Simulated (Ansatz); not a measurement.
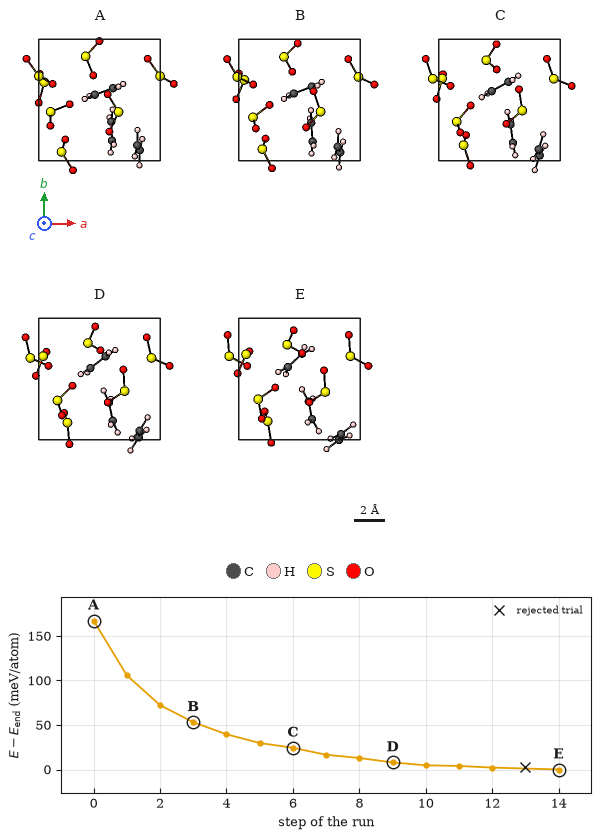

Frames of a relaxation of an amorphous cell of composition H₂CSO₂, marked on the history of the run. Style: ball-and-stick. Shown: the cell of the calculation, along the c axis.

The cell holds 3 C2H4 + 6 SO2. The run prepares the start of a later molecular dynamics calculation, from a guessed geometry.

All numbers below come from DFT PBE-D3(BJ), scalar-relativistic, plane waves, PAW (Ansatz 0.2.0).

Input file:
```yaml
accuracy: low
crystal:
  lattice:
    - [8.203132, 0.0, 0.0]
    - [0.0, 8.203132, 0.0]
    - [0.0, 0.0, 8.203132]
  atoms:
    - { symbol: C, position: [0.4617737, 0.5432773, 0.1774637] }
    - { symbol: C, position: [0.6118132, 0.597494, 0.2095928] }
    - { symbol: H, position: [0.4171193, 0.5316467, 0.053535] }
    - { symbol: H, position: [0.3782522, 0.5085916, 0.273945] }
    - { symbol: H, position: [0.6953347, 0.6321797, 0.1131115] }
    - { symbol: H, position: [0.6564675, 0.6091246, 0.3335215] }
    - { symbol: C, position: [0.8113847, 0.1258571, 0.1344247] }
    - { symbol: C, position: [0.8324767, 0.0860604, -0.021956] }
    - { symbol: H, position: [0.8136766, 0.2516819, 0.1750508] }
    - { symbol: H, position: [0.7910743, 0.03403, 0.2273917] }
    - { symbol: H, position: [0.8527872, 0.1778875, -0.114923] }
    - { symbol: H, position: [0.8301848, -0.0397644, -0.0625821] }
    - { symbol: C, position: [0.597715, 0.3207292, 0.5261811] }
    - { symbol: C, position: [0.6029869, 0.1649762, 0.5730514] }
    - { symbol: H, position: [0.5824015, 0.354654, 0.3992866] }
    - { symbol: H, position: [0.6085248, 0.419861, 0.613035] }
    - { symbol: H, position: [0.5921771, 0.0658444, 0.4861974] }
    - { symbol: H, position: [0.6183004, 0.1310514, 0.6999459] }
    - { symbol: S, position: [0.0968732, 0.401873, 0.8359212] }
    - { symbol: O, position: [0.2539659, 0.4648801, 0.774612] }
    - { symbol: O, position: [0.0945005, 0.2869386, 0.9744538] }
    - { symbol: S, position: [-0.0001209, 0.6966053, 0.4791034] }
    - { symbol: O, position: [-0.1025792, 0.8398682, 0.4418899] }
    - { symbol: O, position: [0.1132714, 0.632932, 0.3546257] }
    - { symbol: S, position: [0.3852093, 0.8596555, 0.8178408] }
    - { symbol: O, position: [0.4994463, 0.9859074, 0.8762975] }
    - { symbol: O, position: [0.4488784, 0.7027314, 0.7567845] }
    - { symbol: S, position: [0.1868797, 0.0711318, 0.4496533] }
    - { symbol: O, position: [0.2174431, 0.1733494, 0.3046559] }
    - { symbol: O, position: [0.281071, -0.0803671, 0.4737965] }
    - { symbol: S, position: [0.0448121, 0.6465009, 0.0823482] }
    - { symbol: O, position: [0.0070888, 0.7158217, -0.0794492] }
    - { symbol: O, position: [-0.0008585, 0.476421, 0.119682] }
    - { symbol: S, position: [0.6573132, 0.4009492, 0.8615005] }
    - { symbol: O, position: [0.5815415, 0.2383829, 0.8769171] }
    - { symbol: O, position: [0.5672433, 0.547141, 0.9155578] }
basis:
  ecutwfc: 420.0
kpoints:
  mp_grid: { grid: [1, 1, 1] }
hamiltonian:
  xc: pbe
  dispersion: d3bj
scf:
  occupations: { method: fermi_dirac, width: 0.05 }
  lower_state_search: "off"
relax:
  f_tol: 0.3
  max_steps: 15
  adjacent_minimum: "off"
```

Run as
```bash
ansatz run input.yaml --threads 1 --pin off --max-ram 3072MiB --backend cpu --events-out ev --progress --plain --runs-dir out
```

### Describe the path.

The relaxation stopped without meeting its thresholds, so the last structure isn't shown to be converged. It used up its limit of 15 steps. H6 moves most: 1.58 Å along [−2 3 0]. Largest moves by element: H 1.58 Å, O 1.39 Å, C 1.18 Å, S 1.08 Å. The cell stays as it was. Some distances before and after: O24–S31 2.306 → 3.618 Å, S19–S31 2.880 → 3.786 Å, S34–O35 1.477 → 1.454 Å, S19–O20 1.477 → 1.463 Å. Bond angles that change, for instance: O32–S31–O33 119.8° → 116.0°, O35–S34–O36 119.8° → 116.9°. Over 13 accepted moves (14 points after the start) the energy falls by 167 meV per atom. Largest force component: 3 eV/Å at the start, 1 eV/Å at the end. The line search rejected the trial step at point 13 of the run. The run took 57 s on 1 thread of Intel(R) Xeon(R) Platinum 8488C (Sapphire Rapids), on a shared host, peak memory 0.59 GiB. From step 0 to 3: O27 moves most (0.53 Å), energy −114 meV per atom. From step 3 to 6: H6 moves most (0.53 Å), energy −28.7 meV per atom. From step 6 to 9: H6 moves most (0.51 Å), energy −16.4 meV per atom. From step 9 to 14: H9 moves most (0.62 Å), energy −8.0 meV per atom.

```
step  E − E(0), meV/atom  largest force component, eV/Å      note
   0                0.00                         3.0247          
   1              -61.46                         2.0998          
   2              -95.00                         2.0448          
   3             -114.19                         1.8813          
   4             -127.75                         1.7696          
   5             -137.54                         1.4908          
   6             -142.91                         1.9861          
   7             -150.78                         1.0092          
   8             -154.39                         1.5684          
   9             -159.35                         0.7715          
  10             -162.58                         0.4672          
  11             -163.35                         1.4154          
  12             -165.14                         1.1042          
  13             -164.39                         1.9180  rejected
  14             -167.31                         1.0423
```

Limits of the set-up: the program's low-accuracy preset was used; the periodic images lie only 8.2 Å apart, so the values are limited by the cell's size.
